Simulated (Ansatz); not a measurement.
# CH5BFNSi: harmonic frequencies at the relaxed geometry

At which frequencies does CH5BFNSi vibrate? The task is harmonic frequencies at the relaxed geometry, for CH5BFNSi. SMILES: C=NB(F)[SiH3].

Computed with the Python package of Ansatz 0.2.0. Level of theory: CAM-B3LYP/def2-SVP.

### 1 The structure

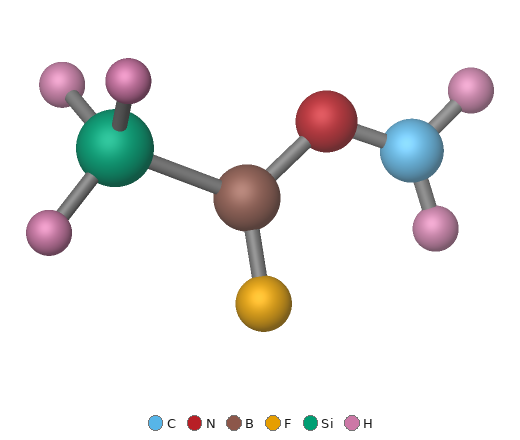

The starting structure, viewed from a chosen angle; carbon blue, nitrogen red, boron brown, fluorine amber, silicon teal, hydrogen pink.

No structure file is read: the coordinates are typed or built in the script.

### 2 The code

Input file freq.py:

```python
"""Vibrations and zero-point energy of CH5BFNSi."""

import itertools

import ansatz as az
from ase import Atoms
from ase.data import atomic_numbers, covalent_radii
import numpy as np

atoms = Atoms(["C", "N", "B", "F", "Si", "H", "H", "H", "H", "H"], positions=[
    (-1.1672, 1.2284, -1.4647),
    (-0.4367, 0.9955, -0.4959),
    (-0.1081, -0.4179, -0.1236),
    (-0.5357, -1.5344, -0.8477),
    (1.1171, -0.7409, 1.3705),
    (-1.4383, 2.3248, -1.7099),
    (-1.6383, 0.4952, -2.082),
    (1.348, -2.1635, 1.5578),
    (0.5287, -0.1476, 2.6507),
    (2.4137, -0.0907, 1.1478),
])
mol = az.Crystal.molecule_from_ase(atoms)

calc = mol.calculation().basis(gaussian="def2-SVP").functional("CAM-B3LYP")
symbols = [site.symbol for site in mol.cartesian_sites]
start = np.array([site.position_ang for site in mol.cartesian_sites], dtype=float)
report = calc.relax(force_tolerance=0.003, max_steps=100).run(threads=1, backend="cpu").report
end = np.array(report["positions_ang"])

# pairs closer than 1.2 times the sum of covalent radii, before or after
radius = [covalent_radii[atomic_numbers[s]] for s in symbols]
span = lambda where, i, j: np.linalg.norm(where[i] - where[j])
bonded = [(i, j) for i, j in itertools.combinations(range(len(symbols)), 2) if min(span(start, i, j), span(end, i, j)) < 1.2 * (radius[i] + radius[j])]
print("pair        before    after (A)")
for i, j in bonded:
    print(f"{symbols[i]}{i}-{symbols[j]}{j}".ljust(10), f"{span(start, i, j):8.4f} {span(end, i, j):8.4f}")

# frequencies need a stationary point, so they are taken at the relaxed geometry
minimum = az.Crystal.molecule()
for symbol, place in zip(symbols, end):
    minimum = minimum.atom(symbol, place.tolist())
vibrating = minimum.calculation()
vibrating = vibrating.basis(gaussian="def2-SVP").functional("CAM-B3LYP")
vibrating = vibrating.phonons(temperatures=(298.15, 498.15, 100))
vib = vibrating.run(threads=1, backend="cpu").report["vibrations"]
sums = vib["harmonic_sums"]
modes = [m["omega_inv_cm"] for m in sums["modes_at_gamma"] if m["rigid_motion"] == "no"]
for number, w in enumerate(modes, start=1):
    print(f"mode {number:2d} {w:9.1f} 1/cm {w / 8065.544 * 1000:8.2f} meV")
print("imaginary modes:", sum(w < 0 for w in modes), " zero-point energy:", round(sums["zero_point_energy_ev"], 4), "eV")
print("T (K)   F_vib (eV)   S_vib (meV/K)   C_vib (meV/K)")
for row in zip(sums["temperatures_k"], sums["vibrational_free_energy_ev"], vib["entropy_ev_per_k"], vib["heat_capacity_ev_per_k"]):
    print(f"{row[0]:6.1f} {row[1]:11.4f} {1000 * row[2]:13.4f} {1000 * row[3]:15.4f}")
```

### 3 What the engine is handed

The engine receives this input (first run):

```yaml
crystal:
  periodic: [false, false, false]
  atoms:
    - { symbol: C, position_ang: [-1.1672, 1.2284, -1.4647] }
    - { symbol: "N", position_ang: [-0.4367, 0.9955, -0.4959] }
    - { symbol: B, position_ang: [-0.1081, -0.4179, -0.1236] }
    - { symbol: F, position_ang: [-0.5357, -1.5344, -0.8477] }
    - { symbol: Si, position_ang: [1.1171, -0.7409, 1.3705] }
    - { symbol: H, position_ang: [-1.4383, 2.3248, -1.7099] }
    - { symbol: H, position_ang: [-1.6383, 0.4952, -2.082] }
    - { symbol: H, position_ang: [1.348, -2.1635, 1.5578] }
    - { symbol: H, position_ang: [0.5287, -0.1476, 2.6507] }
    - { symbol: H, position_ang: [2.4137, -0.0907, 1.1478] }
basis:
  gaussian:
    orbitals: def2-SVP
hamiltonian:
  xc: cam_b3lyp
relax:
  f_tol: 0.003
  max_steps: 100
```

### 4 Running it

Command:

```bash
python freq.py
```

What it wrote:

```text
pair        before    after (A)
C0-N1        1.2355   1.2436
C0-H5        1.1557   1.1050
C0-H6        1.0680   1.1051
N1-B2        1.4981   1.3716
B2-F3        1.3978   1.3425
B2-Si4       1.9590   2.0290
Si4-H7       1.4533   1.4924
Si4-H8       1.5288   1.4923
Si4-H9       1.4675   1.4920
mode  1      63.4 1/cm     7.86 meV
mode  2     119.4 1/cm    14.81 meV
mode  3     125.8 1/cm    15.60 meV
mode  4     244.9 1/cm    30.36 meV
mode  5     334.1 1/cm    41.43 meV
mode  6     424.3 1/cm    52.60 meV
mode  7     530.5 1/cm    65.78 meV
mode  8     570.5 1/cm    70.73 meV
mode  9     619.9 1/cm    76.86 meV
mode 10     642.8 1/cm    79.70 meV
mode 11     910.5 1/cm   112.89 meV
mode 12     956.0 1/cm   118.53 meV
mode 13     959.8 1/cm   119.00 meV
mode 14    1101.6 1/cm   136.58 meV
mode 15    1132.3 1/cm   140.39 meV
mode 16    1192.0 1/cm   147.78 meV
mode 17    1316.1 1/cm   163.18 meV
mode 18    1536.4 1/cm   190.49 meV
mode 19    1999.2 1/cm   247.86 meV
mode 20    2234.7 1/cm   277.07 meV
mode 21    2235.5 1/cm   277.16 meV
mode 22    2237.1 1/cm   277.36 meV
mode 23    3033.7 1/cm   376.13 meV
mode 24    3118.3 1/cm   386.62 meV
imaginary modes: 0  zero-point energy: 1.7134 eV
T (K)   F_vib (eV)   S_vib (meV/K)   C_vib (meV/K)
 298.1      1.6116        0.7282          0.7437
 398.1      1.5265        0.9710          0.9389
 498.1      1.4178        1.1994          1.1008
```

It took 6.6 min on 1 thread of Arm Neoverse V1, shared host; peak memory 0.32 GiB.

### 5 What changed from run to run

The engine's inputs for the other runs:

Run 2, against run 1:

```diff
@@ -4,10 +4,10 @@
-    - { symbol: C, position_ang: [-1.1672, 1.2284, -1.4647] }
-    - { symbol: "N", position_ang: [-0.4367, 0.9955, -0.4959] }
-    - { symbol: B, position_ang: [-0.1081, -0.4179, -0.1236] }
-    - { symbol: F, position_ang: [-0.5357, -1.5344, -0.8477] }
-    - { symbol: Si, position_ang: [1.1171, -0.7409, 1.3705] }
-    - { symbol: H, position_ang: [-1.4383, 2.3248, -1.7099] }
-    - { symbol: H, position_ang: [-1.6383, 0.4952, -2.082] }
-    - { symbol: H, position_ang: [1.348, -2.1635, 1.5578] }
-    - { symbol: H, position_ang: [0.5287, -0.1476, 2.6507] }
-    - { symbol: H, position_ang: [2.4137, -0.0907, 1.1478] }
+    - { symbol: C, position_ang: [-0.8466456918324884, 1.2283886056785582, -1.6613812981903644] }
+    - { symbol: "N", position_ang: [-0.7616232705678436, 0.3358363723252811, -0.7996124414597081] }
+    - { symbol: B, position_ang: [-0.6060577699829013, -0.6244912130154365, 0.16732746027956033] }
+    - { symbol: F, position_ang: [-1.5801193491715768, -1.5277990492010542, 0.36075536447215617] }
+    - { symbol: Si, position_ang: [1.0813248925622305, -0.6761053152325744, 1.2929837714528045] }
+    - { symbol: H, position_ang: [-1.2894095944100596, 2.2158185018449448, -1.4376654601508048] }
+    - { symbol: H, position_ang: [-0.4852719669934442, 1.0785803188891174, -2.69489223923176] }
+    - { symbol: H, position_ang: [1.7903715648810077, -1.9787989347667991, 1.1275813330139193] }
+    - { symbol: H, position_ang: [0.7584529199453296, -0.5179220530074339, 2.7413734073679508] }
+    - { symbol: H, position_ang: [2.022178265569748, 0.41539276648539813, 0.9065301024462455] }
@@ -19,3 +19,5 @@
-relax:
-  f_tol: 0.003
-  max_steps: 100
+phonons:
+  temperatures:
+    t_min: 298.15
+    t_max: 498.15
+    t_step: 100.0
```

### 6 Run by run

One row for each of the 2 runs:

```
run  kind of run  energy from run 1 (eV)  SCF cycles in all  CPU time (s)
  1   relaxation                  0.0000                256           200
  2      phonons                  0.0000                348           200
```

### 7 Path of the relaxation of run 1

The steps of the relaxation:

| step | energy from step 1 (eV) | largest force component (eV/Å) |
| --- | --- | --- |
| 1 | 0.0000 | 3.0111 |
| 2 | -0.1118 | 1.9768 |
| 3 | -0.2738 | 1.2153 |
| 4 | -0.3101 | 0.8225 |
| 5 | -0.3376 | 0.2156 |
| 6 | -0.3405 | 0.0788 |
| 7 | -0.3410 | 0.0198 |
| 8 | -0.3413 | 0.0379 |
| 9 | -0.3512 | 0.2303 |
| 10 | -0.3843 | 0.3550 |
| 11 | -0.4134 | 1.0109 |
| 12 | -0.4915 | 0.9280 |
| 13 | -0.5659 | 0.7121 |
| 14 | -0.6746 | 0.8979 |
| 15 | -0.7500 | 0.5711 |
| 16 | -0.7561 | 1.4043 |
| 17 | -0.7797 | 2.5261 |
| 18 | -0.8584 | 0.3816 |
| 19 | -0.8730 | 0.5133 |
| 20 | -0.9055 | 0.1563 |
| 21 | -0.9117 | 0.0833 |
| 22 | -0.9127 | 0.0648 |
| 23 | -0.9133 | 0.0081 |
| 24 | -0.9134 | 0.0910 |
| 25 | -0.9084 | 0.2648 |
| 26 | -0.9139 | 0.0150 |
| 27 | -0.9140 | 0.0062 |
| 28 | -0.9141 | 0.0031 |
| 29 | -0.9141 | 0.0100 |
| 30 | -0.9141 | 0.0110 |
| 31 | -0.9141 | 0.0069 |
| 32 | -0.9141 | 0.0264 |
| 33 | -0.9141 | 0.0060 |
| 34 | -0.9141 | 0.0036 |
| 35 | -0.9141 | 0.0026 |

Step 1 is the start. Steps 25, 32 were tried and not accepted.

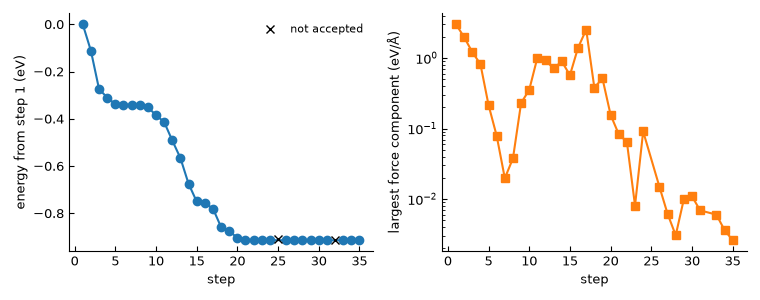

Energy and largest force along the relaxation.

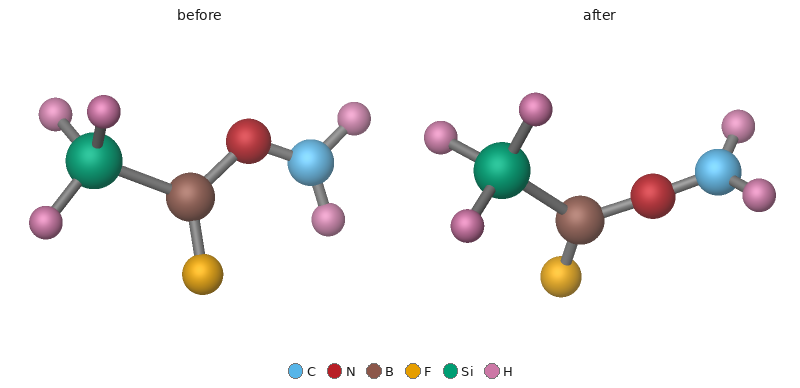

Before and after, at one scale.

Before: Bond lengths: C1–N2 1.235 Å, N2–B3 1.498 Å, B3–F4 1.398 Å, B3–Si5 1.959 Å, C1–H6 1.156 Å, C1–H7 1.068 Å, Si5–H8 1.453 Å, Si5–H9 1.529 Å, Si5–H10 1.467 Å. Angles: C1–N2–B3 120.2°, N2–C1–H6 118.9°, N2–C1–H7 125.8°, H6–C1–H7 115.2°, N2–B3–F4 123.9°, N2–B3–Si5 118.8°, F4–B3–Si5 117.0°, B3–Si5–H8 111.0°, B3–Si5–H9 109.5°, B3–Si5–H10 111.3°, H8–Si5–H9 109.5°, H8–Si5–H10 108.2°, H9–Si5–H10 107.2°.

After: Bond lengths: C1–N2 1.244 Å, N2–B3 1.372 Å, B3–F4 1.342 Å, B3–Si5 2.029 Å, C1–H6 1.105 Å, C1–H7 1.105 Å, Si5–H8 1.492 Å, Si5–H9 1.492 Å, Si5–H10 1.492 Å. Angles: C1–N2–B3 177.1°, N2–C1–H6 121.9°, N2–C1–H7 121.9°, H6–C1–H7 116.2°, N2–B3–F4 119.4°, N2–B3–Si5 120.2°, F4–B3–Si5 120.4°, B3–Si5–H8 110.8°, B3–Si5–H9 110.8°, B3–Si5–H10 111.2°, H8–Si5–H9 107.6°, H8–Si5–H10 108.1°, H9–Si5–H10 108.1°.

### 8 Harmonic frequencies

Frequencies (cm⁻¹; negative: imaginary): 63, 119, 126, 245, 334, 424, 531, 570, 620, 643, 911, 956, 960, 1102, 1132, 1192, 1316, 1536, 1999, 2235, 2235, 2237, 3034, 3118.

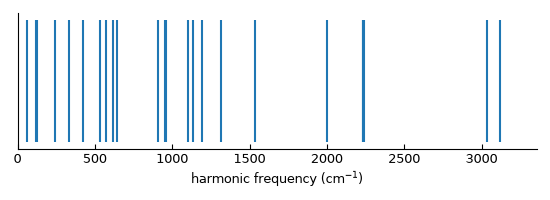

The harmonic frequencies as lines of equal height (no intensities).

### 9 Summary of results

```
                             quantity        value
                        runs compared            2
     moves of the relaxation of run 1           32
               energy gained in run 1     0.914 eV
last largest force component of run 1  0.0026 eV/Å
                    highest frequency    3118 cm⁻¹
                      imaginary modes            0
                    zero-point energy     1.713 eV
```

What this shows: Run 1: The relaxation took 32 moves; the largest shift is 1.597 Å, of atom 4 (F). So large a move can change the bonding: the results belong to the relaxed structure. All frequencies are real, so the geometry is a minimum. The values are harmonic; measured fundamentals also hold anharmonic shifts, mostly downward for stretches. The frequencies are harmonic and unscaled, in a modest basis.
